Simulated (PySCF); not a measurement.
## Electronic structure of CH$_{10}$F$_{3}$PSi$_{4}$ in real space

```xyz
19

F    -2.8017   -1.2476    1.6932
Si   -2.2116   -1.6409    0.2646
F    -3.4585   -2.3746   -0.4013
F    -1.2878   -2.8830    0.6526
Si   -1.2147    0.0038   -0.9541
C    -0.0663    1.0475    0.1443
Si    0.8018    2.4082   -0.8759
Si    1.1657    0.0024    1.1719
P     2.3144   -1.3094   -0.2356
H    -2.2521    0.8568   -1.5595
H    -0.4512   -0.6075   -2.0534
H    -0.6946    1.5629    0.8766
H    -0.2223    3.2187   -1.5407
H     1.5760    3.2639    0.0269
H     1.6755    1.7975   -1.8748
H     2.1275    0.8728    1.8639
H     0.4294   -0.7474    2.2021
H     1.4339   -2.3748   -0.1595
H     3.1266   -1.8403    0.7511
```

Geometry: GFN2-xTB.

Computed with PBE0/pcSseg-1, SCF density, gas phase, non-relativistic in PySCF 2.14.0.

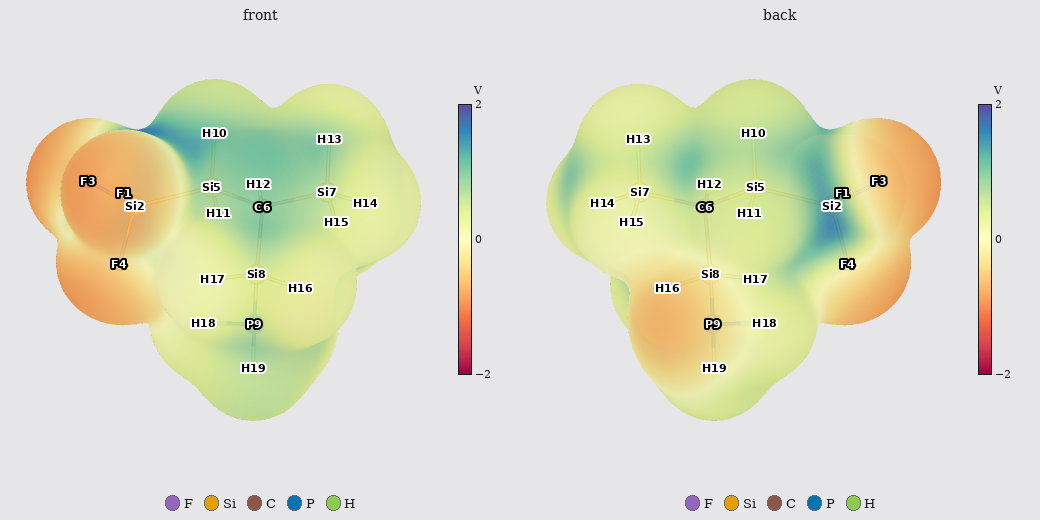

Figure 1. The molecular electrostatic potential painted on the density surface at 0.001 e/bohr³, seen from the front and from behind; the colour scale runs from red (negative) to blue (positive).

> Describe the electrostatic potential map.

The most negative region (about −0.9 V) lies over F1, F3 and F4, the most positive (about +1.5 V) over Si2.

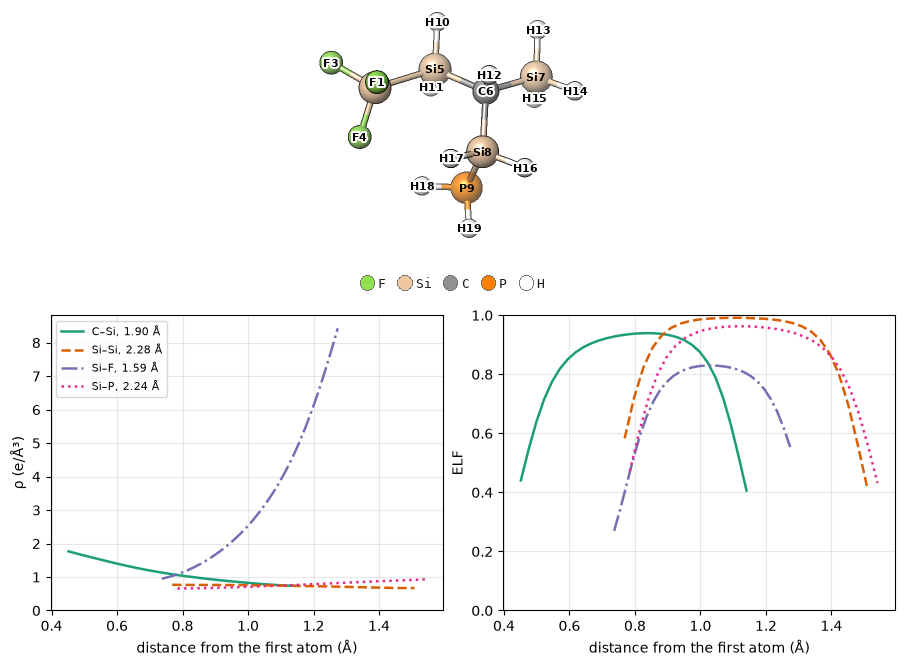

Figure 2. Electron density and ELF along straight lines between neighbouring atoms. The curves leave out the atomic cores. The structure is drawn too.

> What can be read from the curves?

C–Si (1.90 Å): ρ is about 0.87 e/Å³ halfway; the ELF peaks at about 0.95 between the atoms: a shared electron pair.
Si–Si (2.28 Å): the density is about 0.74 e/Å³ at the midpoint; the ELF peaks at about 1 between the atoms (a shared electron pair).
Si–F (1.59 Å): the density is about 1.1 e/Å³ at the midpoint; the ELF peaks at about 0.85 in the valence shell of F, 0.6 Å from its nucleus, and is about 0.50 at the midpoint.
Si–P (2.24 Å): ρ is about 0.75 e/Å³ halfway; the ELF peaks at about 0.95 between the atoms, as expected for a shared electron pair.
